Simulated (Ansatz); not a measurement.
# Al (Al (111), 6 layers): how the settings move a single-point run

Question: which choices in the input matter for Al (Al (111), 6 layers)?

Computed with Ansatz 0.2.0 (reference: DFT, PBE, PAW with Ansatz's default frozen-core files, scalar-relativistic, unless a step's input says otherwise).

## 1. Starting point

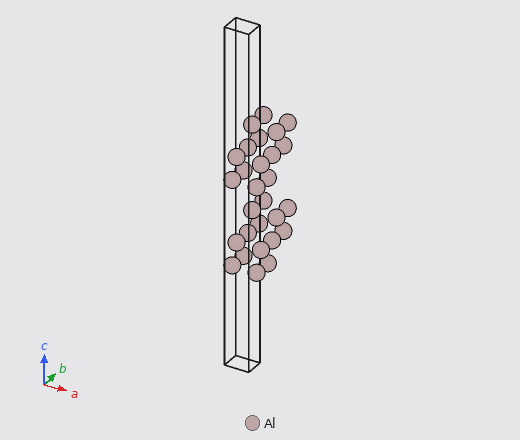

Start, viewed slightly off an axis; aluminium light grey. 2×2×1 cells are drawn. Atoms on the faces are drawn again on the opposite ones.

Structure file:

```cif
data_structure
_symmetry_space_group_name_H-M 'P 1'
_symmetry_Int_Tables_number 1
_cell_length_a 2.8575
_cell_length_b 2.8575
_cell_length_c 27.6656
_cell_angle_alpha 90.000
_cell_angle_beta 90.000
_cell_angle_gamma 120.000
_cell_volume 195.63
loop_
_atom_site_label
_atom_site_type_symbol
_atom_site_fract_x
_atom_site_fract_y
_atom_site_fract_z
_atom_site_occupancy
Al1 Al 0.16667 0.33333 0.28917 1
Al2 Al 0.50000 0.00000 0.37350 1
Al3 Al 0.83333 0.66667 0.45783 1
Al4 Al 0.16667 0.33333 0.54217 1
Al5 Al 0.50000 0.00000 0.62650 1
Al6 Al 0.83333 0.66667 0.71083 1
```

## 2. Baseline

The input, input.yaml:

```yaml
crystal:
  lattice:
    - [2.8574853682, 0.0, 0.0]
    - [-1.4287426841, 2.4746549198, 0.0]
    - [0.0, 0.0, 27.6656]
  atoms:
    - { symbol: Al, position: [0.1666666665, 0.3333333335, 0.2891671394] }
    - { symbol: Al, position: [0.5000000005, 0.9999999995, 0.3735002835] }
    - { symbol: Al, position: [0.8333333335, 0.6666666665, 0.4578334276] }
    - { symbol: Al, position: [0.1666666665, 0.3333333335, 0.5421665717] }
    - { symbol: Al, position: [0.5000000005, 0.9999999995, 0.6264997165] }
    - { symbol: Al, position: [0.8333333335, 0.6666666665, 0.7108328606] }
kpoints:
  mp_grid: { grid: [16, 16, 1] }
scf:
  occupations: { method: fermi_dirac, width: 0.08 }
hamiltonian:
  xc: pbe
  pseudopotentials: { kind: paw }
output:
  forces: true
  stress: true
  eigenvalues: true
  populations: true
efield:
  axis: 3
  amplitude: 0
  dipole_correction: true
```

Command:

```bash
> ansatz run input.yaml --threads 2 --pin off --max-ram 4096MiB --backend cpu --events-out ev --progress --plain --runs-dir out
```

Excerpt of the output:

```text
[...]
Basis set: ecut = 420 eV, 3825 PW (Γ), exchange–correlation on 40×40×384 points (8 copies of the dense FFT grid, shifted against one another)
[...]
k-points: 30 of 256 (time reversal used)
[...]
SCF iter   1: F=—  HF=-3224.319841 eV  |F-HF|=—  |Δ(HF+E_count)|=         —  Δρ=1.03e-3  dr2=2.13e-2  ethr=1.77e-3  p=0.000 e·Å  D=4.49e-11 V/Å  ΔV_dip=-0.00 eV  dr2_dipole=2.64e-8  V_vac-E_F(+/−)=4.00/4.00 eV  ⟨swp⟩=9.3  Hψ=3575  notcnv=0
[...]
preconditioner: auto → LDOS  [metal: Δε(μ)=0.019 eV  Ē_g=6.732 eV  σ=0.080 eV  W_gap=0.06  n_scr=16 (ndim 8)  ℏωp=11.3 eV  f_vac=0.408  D(μ)=2.65/eV (n_scr^D=12)  β→1.0]
SCF iter   2: F=—  HF=-3224.319227 eV  |F-HF|=—  |Δ(HF+E_count)|=   6.14e-4  Δρ=3.14e-4  dr2=3.75e-4  ethr=1.18e-4  p=0.000 e·Å  D=1.19e-5 V/Å  ΔV_dip=-0.00 eV  dr2_dipole=1.78e-8  V_vac-E_F(+/−)=4.06/4.06 eV  ⟨swp⟩=2.0  Hψ=792  notcnv=0  defer=17
[...]
SCF iter   5: F=—  HF=-3224.319277 eV  |F-HF|=—  |Δ(HF+E_count)|=   4.23e-7  Δρ=5.75e-6  dr2=1.28e-7  ethr=1.05e-8  p=0.000 e·Å  D=4.35e-7 V/Å  ΔV_dip=-0.00 eV  dr2_dipole=6.53e-12  V_vac-E_F(+/−)=4.05/4.05 eV  ⟨swp⟩=2.2  Hψ=749  notcnv=0  defer=17
SCF iter   6: F=-3224.319277 eV  HF=-3224.319277 eV  |F-HF|=1.28e-8  |Δ(HF+E_count)|=   1.12e-7  Δρ=1.50e-6  dr2=1.44e-8  ethr=5.56e-10  p=0.000 e·Å  D=2.42e-7 V/Å  ΔV_dip=-0.00 eV  dr2_dipole=3.27e-13  V_vac-E_F(+/−)=4.05/4.05 eV  ⟨swp⟩=10.4  Hψ=2558  notcnv=
[...]
SCF converged after 6 iterations
Free energy (F): -3224.319277 eV
[...]
E sigma→0 (E₀):  -3224.291757 eV
[...]
Fermi energy:    2.053276 eV
Dipole field:    D = -0.000001 V/Å  (p = -0.000001 e·Å, saw-weighted, corrected)
[...]
  P = ⅓ Tr σ = -0.5564 GPa (-5.564 kbar)
[...]
```

It took 6.4 s on 2 threads of Arm Neoverse V1, shared host; peak memory 0.4 GiB.

## 3. Changed: n_extra_bands 8, xc_grid 1

Changes to input.yaml since step 2:

```diff
@@ -16,2 +16,3 @@
   occupations: { method: fermi_dirac, width: 0.08 }
+  n_extra_bands: 8
 hamiltonian:
@@ -24,2 +25,6 @@
   populations: true
+  write_density: true
+  write_potential: true
+  elf: true
+  volumetric_format: npy
 efield:
@@ -28 +33,3 @@
   dipole_correction: true
+basis:
+  xc_grid: 1
```

Command:

```bash
> ansatz run input.yaml --threads 2 --pin off --max-ram 4096MiB --backend cpu --events-out ev --progress --plain --runs-dir out
```

The program printed (excerpt; [...] marks lines left out):

```text
scf.n_extra_bands = 8 over 9 filled bands (N_el = 18.0): the run solves 17 bands
[...]
Pseudopotentials: kind: paw
Pseudopotential: Al, paw, valence charge 3, recommended cutoff 420 eV (normal)
Functional definition: PBE
[...]
Crystal: 6 atoms, lattice volume = 195.631 Å³
Basis set: ecut = 420 eV, 3825 PW (Γ)
Bands: 17, of which v1, the nominal top of the filled ones, is band 9 counted from 1 (8 counted from 0)
Symmetry: 6 space group operations
k-points: 30 of 256 (time reversal used)
[...]
SCF iter   1: F=—  HF=-3224.319786 eV  |F-HF|=—  |Δ(HF+E_count)|=         —  Δρ=1.02e-3  dr2=2.08e-2  ethr=1.77e-3  p=0.000 e·Å  D=4.49e-11 V/Å  ΔV_dip=-0.00 eV  dr2_dipole=6.37e-9  V_vac-E_F(+/−)=4.00/4.00 eV  ⟨swp⟩=9.2  Hψ=3955  notcnv=0  defer=1
[...]
SCF iter   6: F=-3224.319431 eV  HF=-3224.319431 eV  |F-HF|=6.49e-10  |Δ(HF+E_count)|=   6.72e-8  Δρ=1.49e-6  dr2=1.26e-8  ethr=5.56e-10  p=0.000 e·Å  D=6.47e-8 V/Å  ΔV_dip=-0.00 eV  dr2_dipole=7.45e-13  V_vac-E_F(+/−)=4.05/4.05 eV  ⟨swp⟩=15.9  Hψ=4242  notcnv=0
[...]
WARN: The output density's exchange-correlation potential varies sharply where the density is thin. Do not read a vacuum level from v_tot or v_xc, or from such a field of the output density. On a cell that repeats whose density bears no net charge and no dipole along the vacuum's axis use [...]
SCF converged after 6 iterations
Free energy (F): -3224.319431 eV
[...]
E sigma→0 (E₀):  -3224.291910 eV
Entropy (-TS):   -0.055040 eV (-9.173 meV/atom)
Fermi energy:    2.053302 eV
Dipole field:    D = -0.000001 V/Å  (p = -0.000001 e·Å, saw-weighted, corrected)
Work function:   Φ+ = 4.0522 eV   Φ− = 4.0521 eV
Levels:          The Fermi level and band energies are counted from a zero that moves with the ramp; work functions are not
[...]
--- Forces (eV/Å), atoms counted from 1 ---
  atom   1  Al     0.00000000    -0.00000000    -0.04356378
  atom   2  Al     0.00000000    -0.00000000     0.05494868
  atom   3  Al    -0.00000000     0.00000000    -0.06265670
  atom   4  Al     0.00000000    -0.00000000     0.06265648
  atom   5  Al    -0.00000000     0.00000000    -0.05494828
  atom   6  Al    -0.00000000     0.00000000     0.04356392
[...]
--- Stress (GPa, compression-positive) ---
       -0.943668       0.000000       0.000000
        0.000000      -0.943668      -0.000000
        0.000000      -0.000000       0.220293
  P = ⅓ Tr σ = -0.5557 GPa (-5.557 kbar)
--- Band table (eV; the first three rows and the last of 30) ---
  k-point 0: bands = ["-8.8911", "-8.3889", "-7.5805", "-6.4668", "-5.0730", "-3.3936", "-1.6613", "0.4185", "2.5155", "4.4118", "5.5466", "6.3800", "6.5360", "8.2053", "8.2965", "10.6254", "10.6364"]
[...]
--- Löwdin populations: 6 sites ---
  site symbol       q [e]
     0     Al      2.9469
     1     Al      2.9524
     2     Al      2.9599
     3     Al      2.9599
     4     Al      2.9524
     5     Al      2.9469
  spilling = 0.015641 (of n_electrons = 18.000000)
```

Wall time 6.5 s (2 threads of Arm Neoverse V1, shared host); peak memory 0.4 GiB.

Changing the band count and numerical grids leaves the energy as it was (0.0 meV/atom).

## 4. Comparison

```tsv
run	ending	energy change	gap (eV)	force (eV/Å)	cycles	time
reference	converged	0	0.00	0.06	6	6.4 s
1: n_extra_bands 8, xc_grid 1	converged	0.0 meV/atom	0.00	0.06	6	6.5 s
```

Times don't compare one to one where runs were asked for different outputs or read a saved state (see the inputs); cycles may leave out searches for a lower state.

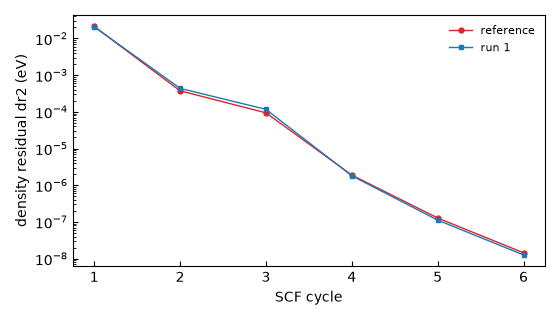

Residual by cycle in the longest SCF loop of each run; runs are numbered as in the table.

What this shows: Changing the band count and numerical grids leaves the energy as it was (0.0 meV/atom).
